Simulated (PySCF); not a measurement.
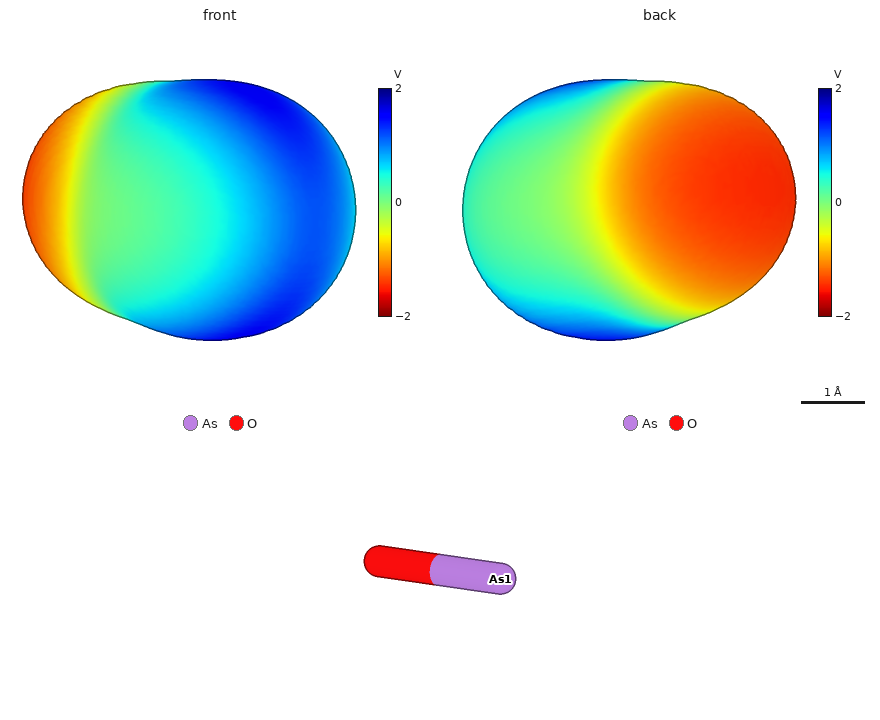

The picture shows: AsO (doublet). The molecular electrostatic potential painted on the density surface at 0.001 e/bohr³, seen from the front and from behind; red is negative and blue positive. The bare structure is drawn below in the same view.

Computed with PBE0/pcseg-1, non-relativistic, at a bond length of 1.646 Å (PySCF 2.14.0).

```xyz
2

As    0.0000    0.0000   -0.2896
O     0.0000    0.0000    1.3564
```

Describe the electrostatic potential map.

Answer. The most negative region (about −1.5 V, or −35 kcal/mol for a unit charge) lies over O2, the most positive (about +1.5 V, or +35 kcal/mol for a unit charge) over As1. O2 is the likeliest acceptor of a hydrogen bond.
